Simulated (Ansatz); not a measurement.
The relaxed structure here is a generated cell of ZnSnN2: the first start was made by placing the elements on the sites of a structure type, and the end was not matched to a known phase here, so it may be hypothetical.

A relaxed structure of ZnSnN2. Level of theory: r2SCAN (plane waves to 500 eV, PAW, scalar-relativistic; Ansatz, a first-principles code).

I-42d (No. 122), tI16, chalcopyrite type; a = 4.746 Å, b = 4.746 Å, c = 9.575 Å, α = 90.00°, β = 90.00°, γ = 90.00°.

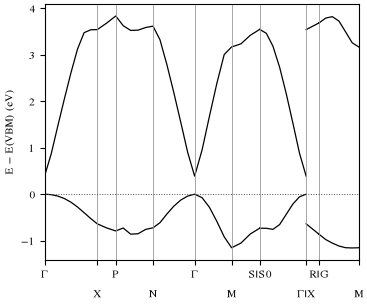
*Highest filled and lowest empty band along the path of this cell's Brillouin zone*

### Question
Read off the gap and say whether it is direct.

### Answer
0.39 eV, direct at Γ (no spin-orbit coupling).

### Question
How far does the top valence band disperse along this path?

### Answer
About 1.2 eV.

No spin polarisation in the result.

The run could not lose the symmetry of its start; a randomly shaken copy of 8 atoms returns to this structure.
